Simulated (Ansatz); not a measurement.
# C2H5BrSi2: the cost of one run

Computed with the Python package of Ansatz 0.2.0. Level of theory: CAM-B3LYP/def2-SVP.

## 1. Starting point

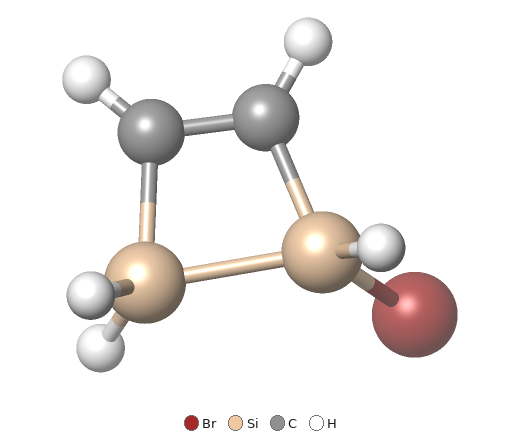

The starting structure, viewed from a chosen angle; bromine red, silicon light orange, carbon grey, hydrogen white.

The script holds or builds the structure itself.

## 2. Script

opt.py reads:

```python
# -*- coding: utf-8 -*-
import ansatz as az
from ase import Atoms
import numpy as np


def main():
    atoms = Atoms(["Br", "Si", "C", "C", "Si", "H", "H", "H", "H", "H"], positions=[
        [-2.9883, 0.0003, 0.0901],
        [-0.9863, 0.353, 0.7876],
        [0.0137, -1.212, 0.445],
        [1.0382, -0.7823, -0.4565],
        [0.501, 1.0341, -0.731],
        [-0.8834, 0.8252, 2.2019],
        [-0.0659, -2.1939, 0.9161],
        [1.8095, -1.3237, -0.949],
        [1.5987, 1.9582, -0.2156],
        [0.0459, 1.2898, -2.0857],
    ])
    geometry = az.Crystal.molecule_from_ase(atoms)

    model = geometry.calculation()
    model = model.basis(gaussian="def2-SVP")
    model = model.functional("cam_b3lyp")
    symbols = [site.symbol for site in geometry.cartesian_sites]
    start = np.array([site.position_ang for site in geometry.cartesian_sites], dtype=float)
    report = model.relax(force_tolerance=0.02).run(threads=1).report
    end = np.array(report["positions_ang"])

    print(f"E = {report['free_energy_ev']:.6f} eV = {report['free_energy_ev'] / 27.211386246:.7f} Ha")
    print("converged:", report["converged"], " doubts:", report["published_state_doubts"] or "none")

    print("bond        before    after (A)")
    for i, j in [(0, 1), (1, 2), (1, 4), (1, 5), (2, 3), (2, 6), (3, 4), (3, 7), (4, 8), (4, 9)]:
        d0, d1 = (np.linalg.norm(xyz[i] - xyz[j]) for xyz in (start, end))
        print(f"{symbols[i]}{i}-{symbols[j]}{j}".ljust(10), f"{d0:8.4f} {d1:8.4f}")


if __name__ == "__main__":
    main()
```

## 3. Launch

Launch:

```
$ python opt.py
```

Q: Estimate wall time and peak memory on 1 thread of Arm Neoverse V2, shared host.

About 81 s, with a peak of 0.48 GiB.
